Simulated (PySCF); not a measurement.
```xyz
20

C     0.9949    1.1548   -0.6901
C    -0.3023    1.7515   -0.3001
C    -1.1637    0.8711    0.6077
C    -1.4225   -0.5229    0.0307
C    -0.3487   -1.5501    0.3890
C     0.9921   -1.3282   -0.3020
C     1.6300    0.0394    0.0384
H     1.4532    1.5032   -1.6004
H    -0.1364    2.7119    0.2160
H    -0.8697    1.9985   -1.2059
H    -2.1194    1.3808    0.7545
H    -0.6958    0.7756    1.5892
H    -2.3761   -0.8901    0.4190
H    -1.5139   -0.4551   -1.0553
H    -0.1995   -1.5438    1.4722
H    -0.7141   -2.5442    0.1160
H     1.6781   -2.1206    0.0071
H     0.8657   -1.3983   -1.3845
H     1.5536    0.1842    1.1203
H     2.6894   -0.0070   -0.2249
```

Geometry: GFN2-xTB.

Computed with UKS B3LYP, pcH-1 on C H, non-relativistic, mean-field spin-orbit, GIAO (PySCF 2.14.0, density-fitted response routines).

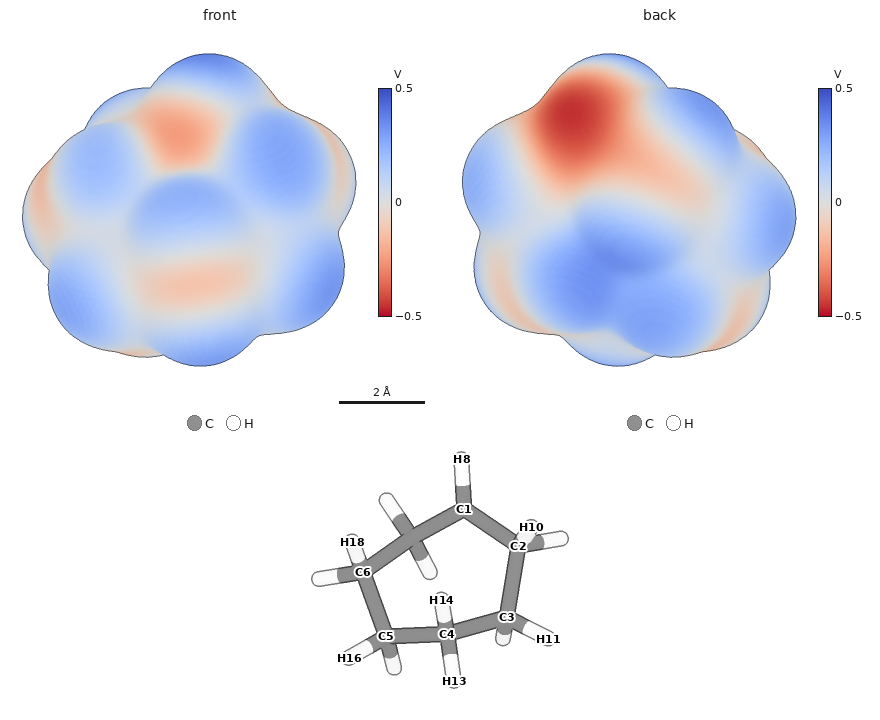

C7H13 (SMILES [CH]1CCCCCC1) (doublet). The electrostatic potential painted on the density surface at 0.001 e/bohr³, seen from the front and from behind; red is negative and blue positive. The bare structure is drawn below in the same view.

### Which sites attract a positive test charge, and which a negative one?

A positive charge is drawn to the negative regions and a negative charge to the positive ones. The most negative region (about −0.4 V, or −9 kcal/mol for a unit charge) lies over the π face of C1, the most positive (about +0.3 V, or +7 kcal/mol for a unit charge) over the H atoms.
